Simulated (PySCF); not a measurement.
**C₆H₇N₂: EPR calculation**

- system: C₆H₇N₂, multiplicity 2
- method: UKS B3LYP, pcH-1 on C H N, non-relativistic, mean-field spin-orbit, GIAO (PySCF 2.14.0)

It belongs to a series of runs on one base structure; here: H removed from sp3 C.

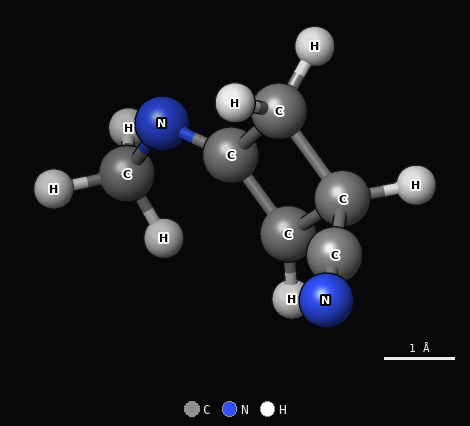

The structure as given in the input (ball-and-stick view, seen at a tilt).

### Input
```
{"job": {"kind": "epr", "basis": "pcH-1"}, "charge": 0, "multiplicity": 2}
C      2.625066     0.231586     0.127852
N      1.505045    -0.383570     0.749207
C      0.328603    -0.284475     0.234526
C     -0.296856     0.330318    -0.859316
C     -1.649058    -0.205412    -0.491626
C     -2.617391     0.807330    -0.166187
N     -3.366654     1.627251     0.104118
C     -0.969950    -0.885420     0.731917
H      2.405091     0.744110    -0.815563
H      3.056653     0.941167     0.838841
H      3.380326    -0.540221    -0.042594
H     -0.005514     1.004395    -1.642927
H     -2.094140    -0.894197    -1.218274
H     -1.297374    -0.512817     1.700139
H     -1.008261    -1.972055     0.727976
```

The first line tells a small driver script what to run in PySCF; the rest is the geometry in Å.

Launch command:
```bash
OMP_NUM_THREADS=1 python <driver script> task.json out
```

### Output
```
UKS, coarse grid
  cycle   1  E = -342.18661874  |g| = 3.85e-01
  cycle   2  E = -341.94709692  |g| = 8.32e-01
  cycle   3  E = -342.25701139  |g| = 1.15e-01
  cycle   4  E = -342.26285446  |g| = 4.27e-02
  cycle   5  E = -342.26382815  |g| = 1.11e-02
  cycle   6  E = -342.26391670  |g| = 6.24e-03
  cycle   7  E = -342.26394448  |g| = 4.65e-03
  cycle   8  E = -342.26395709  |g| = 1.59e-03
  cycle   9  E = -342.26395950  |g| = 5.94e-04
UKS, final grid
  cycle   1  E = -342.26394729  |g| = 8.97e-04
  cycle   2  E = -342.26394657  |g| = 1.59e-03
  cycle   3  E = -342.26394767  |g| = 2.19e-04
  cycle   4  E = -342.26394769  |g| = 6.19e-05
  cycle   5  E = -342.26394770  |g| = 6.10e-05
  cycle   6  E = -342.26394770  |g| = 2.03e-05
E = -342.26394770 Eh   <S^2> = 0.7756 (exact 0.7500)
g shifts (ppm)      1          2          3
  rmc          -178       -178       -178
  gc             -7         41         33
  oz_so           8       1047       2965
  total        -176        910       2820
hyperfine (MHz)  atom isotope    a_iso     a_fc   dipolar eigenvalues
    0   13C     -18.15     -18.15     -1.91      0.64      1.27
    1   14N      19.08      19.08    -22.75    -22.61     45.36
    2   13C     -47.68     -47.68    -29.30      8.88     20.42
    3   13C      68.76      68.76    -58.73    -56.60    115.33
    4   13C     -23.11     -23.11     -2.04      0.41      1.63
    5   13C      49.28      49.28     -2.25     -1.96      4.21
    6   14N       0.21       0.21     -0.74     -0.22      0.96
    7   13C       5.19       5.19     -1.44     -0.26      1.70
    8    1H      -0.46      -0.46     -3.62     -0.34      3.96
    9    1H      66.18      66.18     -3.72     -2.21      5.94
   10    1H      63.39      63.39     -3.70     -2.37      6.07
   11    1H     -45.90     -45.90    -26.13     -1.50     27.63
   12    1H      78.99      78.99     -3.70     -2.60      6.29
   13    1H     -15.23     -15.23     -2.35     -0.72      3.06
   14    1H     -13.46     -13.46     -2.34     -0.63      2.97
```

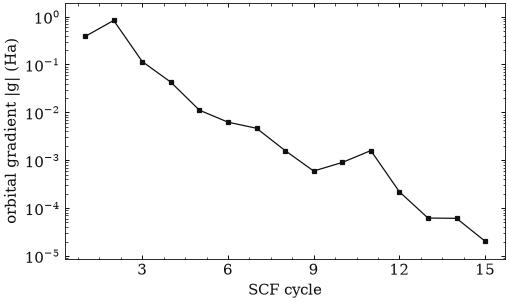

Convergence of the self-consistent field: orbital gradient |g| against the SCF cycle. All cycles printed in the log are drawn one after another.

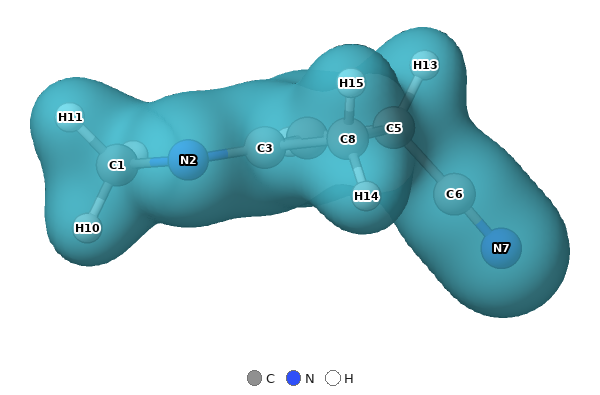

Isosurface of the electron density at 0.2 e/Å³ (cyan), seen from the side. At this value the surface is in one piece. On the grid the lowest density along these lines, outside the cores, is 3.3 e/Å³ (C–N, 1.14 Å), 2 e/Å³ (C–C, 1.40 Å), 1.9 e/Å³ (C–H, 1.07 Å) and 2.6 e/Å³ (C–N, 1.29 Å).

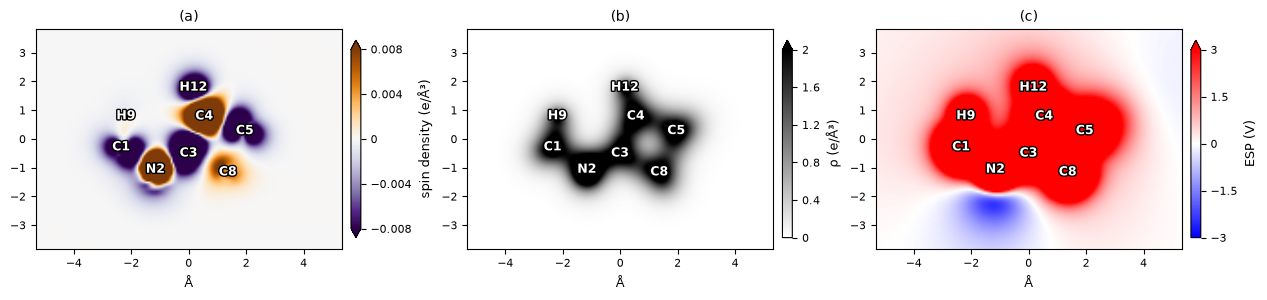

(a) spin density; (b) electron density; (c) electrostatic potential on the plane of atoms C3, C4 and C5. C–C (1.40 Å): ρ at the midpoint is about 2.1 e/Å³. C–H (1.07 Å): ρ is about 2.1 e/Å³ halfway. C–N (1.29 Å): ρ is about 2.7 e/Å³ halfway. C–C (1.56 Å): ρ at the midpoint is about 1.5 e/Å³. The unpaired spin (1 electron) lies mostly on C4 (about 0.5) and N2 (about 0.4), in electrons by Hirshfeld's partition.

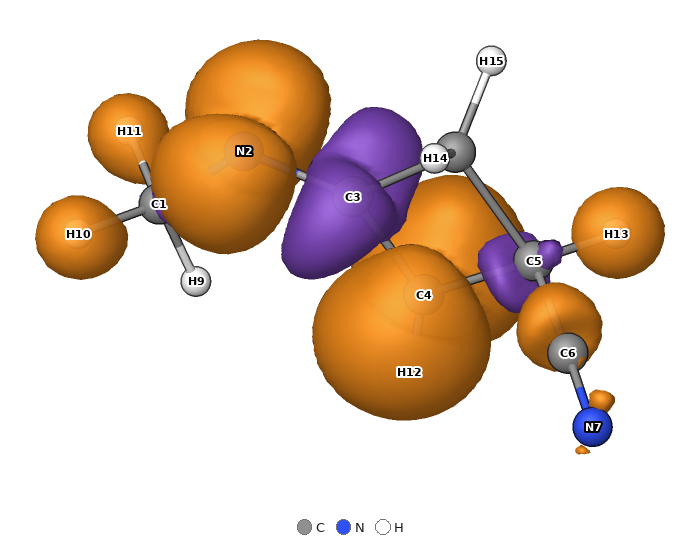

Isosurfaces of the spin density at +0.015 (orange) and −0.015 e/Å³ (purple), seen at a tilt. The unpaired spin (1 electron) lies mostly on C4 (about 0.5) and N2 (about 0.4), in electrons by Hirshfeld's partition.

### Results in brief

- outcome: converged
- total energy: −342.263948 hartree
- ⟨S²⟩: 0.776
- isotropic g: 2.0035
- hardware: 1 CPU thread, shared host
- wall time: 65 s
- peak memory: 0.97 GiB
